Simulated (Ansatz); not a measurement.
**C3H12O3Si2: molecular dynamics (part 5 of 5)**

Continued. System: C3H12O3Si2. Method: RHF/STO-3G (Ansatz 0.2.0). It belongs to a series of runs on one base structure; here: dynamics from the last frame of an earlier run.

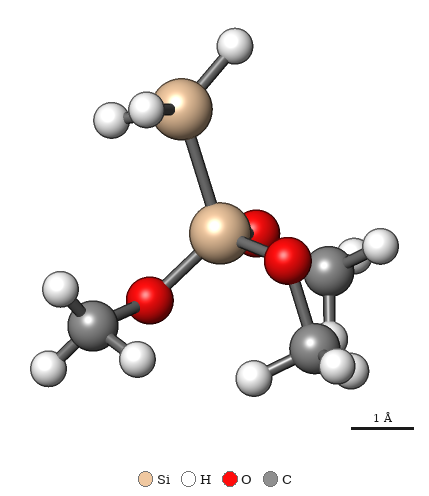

Fig. 1: The geometry at step 149 of the log (ball-and-stick view, seen at a tilt).

Trajectory as extended XYZ, continued
```
20
Properties=species:S:1:pos:R:3:forces:R:3 step=127 time_fs=63.5 energy=-24814.61521 temperature=924.0
Si   -0.0193   -0.2040    0.1307   -2.1258   0.0570  -2.2600
Si    0.1466    0.4490    2.1962   -1.4631  -0.8894   3.3447
H     1.0400   -0.1564    3.1210    0.0975  -0.9451  -0.5378
H     0.7134    1.6882    2.1905    0.0754   2.2787  -0.1673
H    -1.1490    0.3712    2.9002    1.1314   0.5143  -0.8942
O     1.5332   -0.0966   -0.4981   -1.1470  -1.4220  -0.3153
C     2.0730   -1.0959   -1.3664    1.6860  -2.0962   0.1802
H     1.8822   -2.2922   -1.1751    0.7758   4.4761   0.1273
H     1.8832   -0.9567   -2.4371   -0.9110   0.2713   0.0848
H     3.1465   -0.8019   -1.2858   -0.3355  -1.6618  -0.1272
O    -0.8919    0.9327   -0.8993    3.2670  -4.4807  -0.9265
C    -2.2571    1.1777   -0.6493    3.8844   4.9248   1.9653
H    -3.0891    0.5656   -0.6373   -1.6032  -3.0020  -0.0494
H    -2.0317    1.6485    0.3033   -3.0010   0.5115   1.0991
H    -2.4302    1.9933   -1.3272   -1.1340   0.5423  -0.5640
O    -0.8561   -1.7230    0.0859    0.5559   3.2352   2.1826
C    -1.2203   -1.9901   -1.2256    2.7980  -3.8365  -2.6209
H    -1.8919   -1.3547   -1.8155    0.3373   0.3327   0.5116
H    -0.2130   -2.1630   -1.7066   -1.8922   0.9231  -1.1250
H    -1.5861   -3.0225   -1.2543   -0.9961   0.2668   0.0919
20
Properties=species:S:1:pos:R:3:forces:R:3 step=131 time_fs=65.5 energy=-24815.29984 temperature=1212.7
Si   -0.0368   -0.1961    0.1457   -1.3734  -0.7153  -2.7746
Si    0.1532    0.4376    2.1870    0.6324   1.2225   4.9198
H     1.1312   -0.1530    3.1764   -1.4102   0.1734  -1.9385
H     0.6773    1.7873    2.0793   -0.8230  -0.4724   0.2086
H    -1.1657    0.3731    2.8638    1.4033   0.4069  -0.7603
O     1.5078   -0.0958   -0.4918    0.1929  -1.7802  -1.2209
C     2.0828   -1.1073   -1.3867   -0.0194   0.5696   1.8099
H     1.8661   -2.2057   -1.0534    0.9071   2.6519  -0.8334
H     1.8012   -0.9638   -2.4483   -0.3012  -0.2485   0.5861
H     3.1598   -0.8076   -1.3171   -0.6975  -1.4695  -0.2888
O    -0.8681    0.9278   -0.8780    1.4149  -3.2421  -1.1354
C    -2.2599    1.1954   -0.6672    2.9063   0.9792   1.7425
H    -3.1072    0.5355   -0.6885    0.2017  -1.5576  -0.1519
H    -2.0792    1.6018    0.2935   -2.6178   1.1732   2.0495
H    -2.4472    1.9945   -1.3197   -0.9791   1.6093  -1.3613
O    -0.8480   -1.7142    0.0908    0.6151   2.6202   1.0101
C    -1.1989   -2.0075   -1.2302    1.7687  -0.2038  -2.1439
H    -1.8118   -1.3341   -1.8513    0.0037   0.0723   0.9725
H    -0.2837   -2.1868   -1.7882    0.1980   0.4369  -0.7421
H    -1.6031   -2.9660   -1.2410   -2.0226  -2.2262   0.0521
20
Properties=species:S:1:pos:R:3:forces:R:3 step=135 time_fs=67.5 energy=-24815.77882 temperature=1412.0
Si   -0.0562   -0.1892    0.1570   -0.2348  -1.2935  -2.7992
Si    0.1606    0.4277    2.1844    2.0196   3.2146   3.9807
H     1.1723   -0.1456    3.1618   -1.6052   0.4170  -1.9297
H     0.6123    1.8718    1.9766   -0.9899  -2.2448   0.7414
H    -1.1327    0.3902    2.8006    0.3334   0.1974   0.0773
O     1.4828   -0.0991   -0.4884    1.3287  -1.4244  -1.6559
C     2.0924   -1.1161   -1.4017   -1.8852   5.5494   1.2372
H     1.8811   -2.0313   -0.9575   -0.0633  -3.0549   0.1541
H     1.7080   -0.9801   -2.4378    0.3681  -0.6597   0.8042
H     3.1506   -0.8672   -1.3591    0.2884  -0.5388  -0.3540
O    -0.8410    0.9153   -0.8594   -1.2627  -1.2277  -0.9357
C    -2.2536    1.2173   -0.6794    0.5049  -0.2156   1.6011
H    -3.1172    0.4482   -0.7450    2.5739   0.9180  -0.1746
H    -2.2250    1.5953    0.3514   -1.5494   0.4102  -0.0912
H    -2.4989    2.0469   -1.3561   -0.0183  -0.2583   0.1272
O    -0.8384   -1.6992    0.0980    0.5770   1.4246  -0.5925
C    -1.1723   -2.0268   -1.2415   -0.6439  -0.8262  -0.9546
H    -1.7331   -1.3094   -1.8512   -0.7011   0.1781   1.0052
H    -0.3486   -2.1951   -1.8979    1.6440  -0.3989  -0.1883
H    -1.6892   -2.9781   -1.2258   -0.6842  -0.1667  -0.0528
20
Properties=species:S:1:pos:R:3:forces:R:3 step=140 time_fs=70.0 energy=-24815.46994 temperature=1274.3
Si   -0.0805   -0.1832    0.1657    1.4367  -1.7404  -2.2220
Si    0.1734    0.4217    2.1882    1.1803   4.0825   0.7234
H     1.1478   -0.1192    3.0509    0.2139  -0.4059   0.0059
H     0.4829    1.8630    1.8891   -0.2202  -1.8421   1.0629
H    -1.0832    0.4211    2.7313   -1.4455  -0.0939   1.2220
O     1.4563   -0.1077   -0.4897    2.1418  -0.4164  -1.6834
C     2.0954   -1.1041   -1.4141   -3.5282   3.2460   3.4782
H     1.8982   -1.9648   -0.8319    0.0437  -2.7282  -0.7637
H     1.6104   -1.0349   -2.3885    0.4610  -0.6743  -0.2265
H     3.1580   -0.9658   -1.4308    0.8118   0.5950  -0.4116
O    -0.8120    0.8962   -0.8394   -3.7935   1.3852  -0.8562
C    -2.2437    1.2441   -0.6870   -0.6619   0.1746   2.1302
H    -3.0016    0.3850   -0.8248    1.9279   1.3750  -0.2089
H    -2.4783    1.6049    0.4066    0.7928  -0.5681  -2.7111
H    -2.5602    2.0939   -1.3918    1.0523  -1.7137   1.1892
O    -0.8246   -1.6762    0.1047    0.3070  -0.5472  -2.1620
C    -1.1420   -2.0552   -1.2600   -1.7708  -1.6791  -0.6267
H    -1.6726   -1.2690   -1.7999   -0.9204   0.0980   0.5570
H    -0.3552   -2.2260   -2.0327    0.3569  -0.6439   1.7917
H    -1.8216   -2.9926   -1.2112    1.6146   2.0971  -0.2884
20
Properties=species:S:1:pos:R:3:forces:R:3 step=144 time_fs=72.0 energy=-24815.12655 temperature=1121.7
Si   -0.0979   -0.1810    0.1693    2.5970  -1.8409  -1.5927
Si    0.1854    0.4229    2.1928   -2.3376   2.8322  -0.7988
H     1.1331   -0.1136    2.9569    2.2327  -1.3371   1.8083
H     0.3685    1.7802    1.8628    0.7246   0.6347   0.7510
H    -1.0949    0.4424    2.7224   -0.8564  -0.3606   1.1503
O     1.4407   -0.1159   -0.4953    2.2734   0.2326  -1.4546
C     2.0861   -1.0818   -1.4124   -2.5480  -1.7662   5.7404
H     1.9120   -2.0330   -0.7599    0.6843   0.9737  -2.9116
H     1.5522   -1.1072   -2.3540    0.3543  -0.3773  -0.7077
H     3.1919   -1.0231   -1.5046   -0.9654   1.0513  -0.1323
O    -0.7985    0.8841   -0.8257   -4.4620   3.1143  -0.9227
C    -2.2374    1.2659   -0.6857    0.7795  -0.1787   1.9879
H    -2.8281    0.3876   -0.8982   -0.5681  -0.4385  -0.4987
H    -2.6556    1.5926    0.3483    1.9740  -0.5431  -1.8685
H    -2.5690    2.0668   -1.3762    0.9962  -0.5517   0.1188
O    -0.8127   -1.6589    0.1046   -0.0068  -2.1523  -2.7442
C    -1.1238   -2.0832   -1.2770   -1.6716   0.9378   0.1291
H    -1.6615   -1.2338   -1.7341   -0.2022  -0.6151  -0.0383
H    -0.3388   -2.2771   -2.0729   -0.4119  -0.4246   2.2524
H    -1.8693   -2.9268   -1.2107    1.4141   0.8094  -0.2679
20
Properties=species:S:1:pos:R:3:forces:R:3 step=149 time_fs=74.5 energy=-24814.48761 temperature=843.3
Si   -0.1145   -0.1817    0.1706    3.5758  -1.5370  -0.9996
Si    0.1958    0.4291    2.1978   -3.2553  -0.6498   1.4182
H     1.2188   -0.1688    2.9237    0.6536  -0.2054   0.6467
H     0.2659    1.7240    1.8668    1.3093   3.1692   0.2361
H    -1.1438    0.4485    2.7684    1.1235  -0.6382   0.3861
O     1.4288   -0.1253   -0.5070    1.6881   0.8586  -0.6561
C     2.0632   -1.0621   -1.3869   -1.4986  -4.1949   2.1135
H     1.9625   -2.0720   -0.8140    0.4218   1.5591  -1.8052
H     1.5026   -1.2136   -2.3392    0.8051   0.4657   0.4178
H     3.1809   -1.0365   -1.6000   -1.8398   1.5025   0.5438
O    -0.7963    0.8798   -0.8118   -3.6472   4.3276  -0.6554
C    -2.2252    1.2906   -0.6761    2.5310  -3.8831  -1.0294
H    -2.6449    0.3685   -1.0162   -1.9721  -0.4532  -0.2797
H    -2.7793    1.5526    0.1979    1.0015   0.1763   2.1203
H    -2.5313    2.0176   -1.3628    0.4002   1.7523  -1.8674
O    -0.7980   -1.6450    0.0952   -0.4073  -3.6225  -2.7446
C    -1.1081   -2.1119   -1.2964   -0.8408   5.0334   2.6827
H    -1.6555   -1.2233   -1.6596    0.5317  -0.8277  -1.2177
H    -0.3331   -2.3636   -2.0135    0.4908  -0.3509   0.5774
H    -1.8700   -2.8207   -1.2220   -1.0713  -2.4819   0.1125
20
Properties=species:S:1:pos:R:3:forces:R:3 step=153 time_fs=76.5 energy=-24814.55128 temperature=865.5
Si   -0.1224   -0.1847    0.1701    3.8838  -0.9360  -0.8506
Si    0.1993    0.4339    2.2035   -1.5307   0.0331   2.4360
H     1.3214   -0.2259    2.9302   -1.4501   1.1071  -0.7160
H     0.2377    1.7968    1.8842    1.1788   0.9542   0.6774
H    -1.1432    0.4273    2.8248    1.6506  -0.6414   0.0542
O     1.4239   -0.1306   -0.5181    0.6944   1.2520   0.3954
C     2.0393   -1.0603   -1.3581   -1.4097  -2.6505  -2.1091
H     2.0216   -2.0449   -0.9343    0.0635  -1.1866   1.0653
H     1.4941   -1.2812   -2.3158    0.5022   1.1591   0.6032
H     3.1000   -0.9843   -1.6561   -0.4299   1.6339   0.6625
O    -0.8046    0.8877   -0.8024   -2.1976   4.1418  -0.0745
C    -2.2074    1.2980   -0.6717    0.9856  -4.7777  -5.0531
H    -2.5784    0.3360   -1.1211   -1.7660   1.6076   0.8453
H    -2.8295    1.5242    0.1484    0.5108   0.2615   2.8174
H    -2.4794    2.0376   -1.4166    0.7601   0.6170  -0.2139
O    -0.7873   -1.6433    0.0803   -0.6930  -3.9735  -2.3555
C    -1.0994   -2.1190   -1.3031   -1.9915   3.2141   4.2262
H    -1.6319   -1.2472   -1.6486    0.3503   0.1231  -2.0944
H    -0.3114   -2.4479   -1.9344    1.0854  -0.3068  -0.4921
H    -1.8985   -2.8217   -1.2283   -0.1971  -1.6319   0.1763
20
Properties=species:S:1:pos:R:3:forces:R:3 step=157 time_fs=78.5 energy=-24814.89748 temperature=1011.1
Si   -0.1249   -0.1889    0.1684    3.6075  -0.2109  -0.9085
Si    0.2007    0.4387    2.2124    0.0822   1.8859   1.9839
H     1.3731   -0.2437    2.9127   -2.0443   1.4420  -1.0193
H     0.2540    1.9052    1.9268    0.8499  -1.6833   0.9919
H    -1.0833    0.3820    2.8846    0.9629  -0.5121   0.1862
O     1.4206   -0.1328   -0.5283   -0.4672   1.4330   1.5222
C     2.0109   -1.0670   -1.3353   -0.8095  -1.5034  -3.4106
H     2.0852   -2.0589   -1.0182    0.2446  -2.2765   2.4854
H     1.5022   -1.3064   -2.2734   -0.6346   1.1690  -0.4669
H     3.0035   -0.8709   -1.6879    1.0836   1.3614   0.4208
O    -0.8180    0.9054   -0.7932   -0.4314   2.9333   0.5095
C    -2.1870    1.2909   -0.6823   -2.1237  -2.2811  -4.8690
H    -2.5798    0.3584   -1.1960   -1.5946   1.6481   1.1987
H    -2.8526    1.5041    0.1950    2.0469  -0.1912   0.0385
H    -2.4004    2.0811   -1.4777    0.6533  -0.7394   1.8308
O    -0.7782   -1.6510    0.0598   -0.9147  -3.4035  -1.6843
C    -1.0967   -2.1163   -1.2969   -1.9559  -0.7899   2.9735
H    -1.5950   -1.2681   -1.7152    0.2085   0.4939  -2.0536
H    -0.2558   -2.5408   -1.8681   -0.4193   0.5493   0.1791
H    -1.9320   -2.8810   -1.2283    1.6558   0.6752   0.0918
20
Properties=species:S:1:pos:R:3:forces:R:3 step=162 time_fs=81.0 energy=-24815.96805 temperature=1459.9
Si   -0.1214   -0.1945    0.1645    2.4624   0.4757  -0.9154
Si    0.2026    0.4485    2.2270    0.5769   2.9908   0.3377
H     1.3378   -0.1945    2.8416   -0.4544   0.4738  -0.1592
H     0.3179    1.9526    2.0308    0.3414  -2.4041   0.7289
H    -0.9653    0.2984    2.9726   -0.5974  -0.3759   0.7383
O     1.4148   -0.1309   -0.5356   -1.5125   1.2141   2.4786
C     1.9739   -1.0838   -1.3214    2.8364  -2.8695  -2.8243
H     2.1742   -2.1620   -1.0042   -0.2314   2.0389   1.0062
H     1.4755   -1.2809   -2.2486   -1.3187   0.2741  -1.0776
H     2.9290   -0.6666   -1.7019   -0.0187  -0.5561   0.7217
O    -0.8358    0.9367   -0.7800    1.7368   0.4972   0.7260
C    -2.1707    1.2728   -0.7158   -2.9149   0.7109  -1.4824
H    -2.6670    0.4607   -1.2323   -1.4114  -0.4579   0.2037
H    -2.7749    1.4705    0.2525    2.1164  -0.1201  -1.6296
H    -2.2731    2.1029   -1.4626   -0.4310  -0.0833   1.5348
O    -0.7701   -1.6716    0.0291   -0.9383  -1.5292  -0.1312
C    -1.1014   -2.1158   -1.2775   -0.5419  -1.5014  -1.0041
H    -1.5319   -1.2807   -1.8947    0.8576  -1.1673   0.1817
H    -0.2123   -2.6246   -1.7758   -1.4814   1.2113   0.4151
H    -1.8939   -2.9215   -1.2227    0.9242   1.1777   0.1511
20
Properties=species:S:1:pos:R:3:forces:R:3 step=166 time_fs=83.0 energy=-24816.11626 temperature=1514.1
Si   -0.1146   -0.1983    0.1600    1.1608   0.6764  -0.7271
Si    0.2047    0.4606    2.2394   -1.6077   2.2357  -0.5529
H     1.2883   -0.1337    2.7765    2.1399  -1.0480   0.9965
H     0.3854    1.8936    2.1454    0.0588  -0.7107   0.2681
H    -0.8888    0.2155    3.0707   -0.7030  -0.1577   0.4982
O     1.4063   -0.1261   -0.5351   -1.5074   0.5401   2.4685
C     1.9530   -1.1064   -1.3209    3.5233  -0.6086  -3.3269
H     2.2370   -2.1781   -0.9439   -0.7655   2.8775  -0.0925
H     1.4035   -1.2456   -2.2686   -0.2071  -0.3841   0.3875
H     2.8750   -0.5216   -1.6847   -0.7161  -2.3800   0.5406
O    -0.8456    0.9634   -0.7677    3.1498  -1.5067   0.2549
C    -2.1680    1.2596   -0.7490   -2.2055   0.3891   0.0471
H    -2.7952    0.5340   -1.2473   -0.4560  -0.8217  -0.1500
H    -2.6258    1.4390    0.2389    0.2691   0.3510  -0.2508
H    -2.1865    2.1170   -1.3862   -1.2629   1.5968  -0.1368
O    -0.7660   -1.6924    0.0040   -0.6612   0.4885   1.7824
C    -1.1074   -2.1205   -1.2645    0.9568   0.0361  -3.5824
H    -1.4494   -1.3321   -2.0383    0.6030  -1.5212   1.8642
H    -0.2337   -2.6443   -1.6873   -0.2464   0.4184  -0.4916
H    -1.8252   -2.9089   -1.2120   -1.5228  -0.4706   0.2032
```

This output came from the following input.

Input
```yaml
crystal:
  periodic: [false, false, false]
  atoms:
    - { symbol: Si, position_ang: [0.005124, -0.20568, -0.014931] }
    - { symbol: Si, position_ang: [-0.047139, 0.517635, 2.128371] }
    - { symbol: H, position_ang: [-0.300892, -0.733292, 2.721934] }
    - { symbol: H, position_ang: [1.095592, 1.181444, 2.771873] }
    - { symbol: H, position_ang: [-1.06907, 1.301114, 2.563348] }
    - { symbol: O, position_ang: [1.672413, -0.115039, -0.306989] }
    - { symbol: C, position_ang: [2.112329, -1.029213, -1.393933] }
    - { symbol: H, position_ang: [1.22961, -1.635427, -1.705052] }
    - { symbol: H, position_ang: [2.372349, -0.582562, -2.273655] }
    - { symbol: H, position_ang: [2.726794, -1.877299, -1.318036] }
    - { symbol: O, position_ang: [-0.859823, 0.827419, -0.900039] }
    - { symbol: C, position_ang: [-2.162473, 1.349768, -0.377439] }
    - { symbol: H, position_ang: [-2.302533, 0.597836, 0.371805] }
    - { symbol: H, position_ang: [-2.480976, 2.318789, 0.038814] }
    - { symbol: H, position_ang: [-2.969122, 1.049139, -1.046949] }
    - { symbol: O, position_ang: [-0.37811, -1.862213, -0.12177] }
    - { symbol: C, position_ang: [-1.522761, -2.031481, -1.08266] }
    - { symbol: H, position_ang: [-2.278962, -1.829047, -0.385514] }
    - { symbol: H, position_ang: [-1.713277, -1.289365, -1.853139] }
    - { symbol: H, position_ang: [-1.614838, -3.025653, -1.404207] }
basis:
  gaussian: { orbitals: STO-3G }
hamiltonian:
  xc: hf
md:
  timestep: 0.5
  n_steps: 166
  ensemble: nvt_nose_hoover
  temperature: 700.0
  initial_velocities: maxwell_boltzmann
  seed: 673161
  nose_hoover: { tau: 300.0, chain_length: 3 }
  temperature_schedule:
    - { n_steps: 41, end_temperature: 700.0 }
    - { n_steps: 125, end_temperature: 175.0 }
```

Run as:
```bash
ansatz run input.yaml --threads 1 --pin off --max-ram 2048MiB --backend cpu --events-out ev --progress --plain --runs-dir out
```

Summary

| quantity | value |
| --- | --- |
| outcome | finished |
| mean temperature over the second half | 1184 K |
| trajectory | 166 steps, 83 fs |
| ensemble | nvt_nose_hoover |
| temperature in the input | 700.0 K |
| time step | 0.5 fs |
| potential energy (last step) | −24816.1163 eV |
| mean-field energy (last step) | −24816.1163 eV |
| largest force (length of the vector) (last step) | 4.884 eV/Å |
| hardware | 1 thread of Arm Neoverse N1, 60 GiB of memory available, shared host |
| wall time | 14 min |
| peak memory | 0.15 GiB |

Notes

So short a trajectory is not equilibrated. The temperature stays far from the 700 K of the thermostat over the second half: the run isn't equilibrated.
